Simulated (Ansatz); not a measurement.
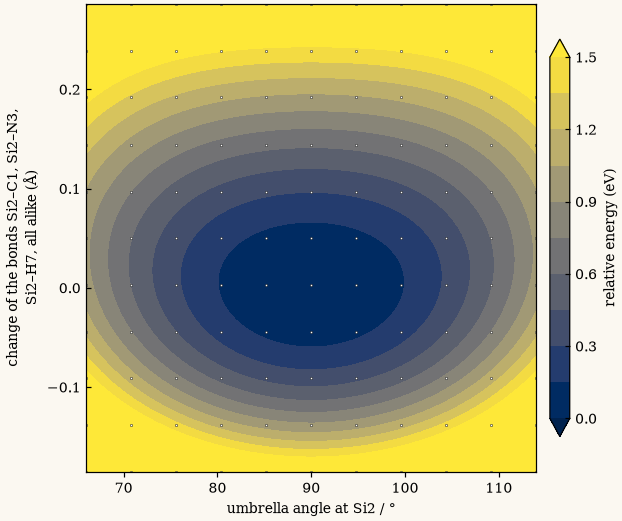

Energy landscape of CH4NSi, SMILES C[SiH]=[N-], charge −1. First axis: umbrella angle at Si2 (between each of its bonds and their common axis; 90 is planar). Second axis: change of the bonds Si2–C1, Si2–N3, Si2–H7, all alike. Nothing is relaxed (all other coordinates rigid). Grid: 11 × 11 points. Points are written as (first, second). Energies are in eV, from the lowest grid point. Level of theory: Ansatz, RKS B3LYP-D4/def2-TZVPD.

In the figure: filled contours, dots at the grid points, one colour for all values above the top of the scale. Between grid points the surface is interpolated. 

> Where are the wells?

The lowest grid point is at (90.0°, 0.003 Å). It is the only kind of minimum in the scanned range. The highest grid point, (66.0°, −0.185 Å), lies 3.30 eV above the lowest. Round the minimum the two coordinates are nearly uncoupled.

Grid values (eV):

| second ↓, first → | 66.0 | 70.8 | 75.6 | 80.4 | 85.2 | 90.0 | 94.8 | 99.6 | 104.4 | 109.2 | 114.0 |
| --- | --- | --- | --- | --- | --- | --- | --- | --- | --- | --- | --- |
| 0.286 | 2.27 | 2.12 | 2.02 | 1.97 | 1.95 | 1.94 | 1.95 | 1.97 | 2.02 | 2.12 | 2.27 |
| 0.239 | 1.89 | 1.70 | 1.58 | 1.51 | 1.47 | 1.46 | 1.47 | 1.51 | 1.58 | 1.70 | 1.89 |
| 0.192 | 1.54 | 1.32 | 1.18 | 1.08 | 1.03 | 1.02 | 1.03 | 1.08 | 1.18 | 1.32 | 1.54 |
| 0.144 | 1.25 | 0.99 | 0.82 | 0.70 | 0.64 | 0.62 | 0.64 | 0.70 | 0.82 | 0.99 | 1.25 |
| 0.097 | 1.04 | 0.75 | 0.54 | 0.40 | 0.33 | 0.30 | 0.33 | 0.40 | 0.54 | 0.75 | 1.04 |
| 0.050 | 0.93 | 0.60 | 0.37 | 0.21 | 0.12 | 0.09 | 0.12 | 0.21 | 0.37 | 0.60 | 0.93 |
| 0.003 | 0.96 | 0.59 | 0.32 | 0.14 | 0.03 | 0.00 | 0.03 | 0.14 | 0.32 | 0.59 | 0.96 |
| −0.044 | 1.16 | 0.75 | 0.45 | 0.24 | 0.12 | 0.08 | 0.12 | 0.24 | 0.45 | 0.75 | 1.16 |
| −0.091 | 1.58 | 1.13 | 0.79 | 0.55 | 0.42 | 0.37 | 0.42 | 0.55 | 0.79 | 1.13 | 1.58 |
| −0.138 | 2.27 | 1.77 | 1.39 | 1.13 | 0.98 | 0.93 | 0.98 | 1.13 | 1.39 | 1.77 | 2.27 |
| −0.185 | 3.30 | 2.75 | 2.33 | 2.04 | 1.87 | 1.82 | 1.87 | 2.04 | 2.33 | 2.75 | 3.30 |

The input of one point:

```yaml
crystal:
  periodic: [false, false, false]
  atoms:
    - { symbol: C, position_ang: [-0.651084, 0.454915, -0.304592] }
    - { symbol: Si, position_ang: [0.761093, -0.647506, 0.396991] }
    - { symbol: "N", position_ang: [0.724675, -2.154833, 0.916123] }
    - { symbol: H, position_ang: [-0.419803, 0.784839, -1.324806] }
    - { symbol: H, position_ang: [-1.592659, -0.098217, -0.319976] }
    - { symbol: H, position_ang: [-0.782602, 1.357375, 0.304884] }
    - { symbol: H, position_ang: [1.953604, 0.309738, 0.328934] }
total_charge: -1
basis:
  gaussian: { orbitals: def2-TZVPD }
hamiltonian:
  xc: { name: B3LYP }
  dispersion: d4
output:
  forces: true
```

Each point was launched as `ansatz run input.yaml --threads 1 --pin off --max-ram 2560MiB --backend cpu --events-out ev --progress --plain --runs-dir out`. Time for the 121 points that were run: 11 min on 1 thread of Arm Neoverse V1, with other jobs on the host.
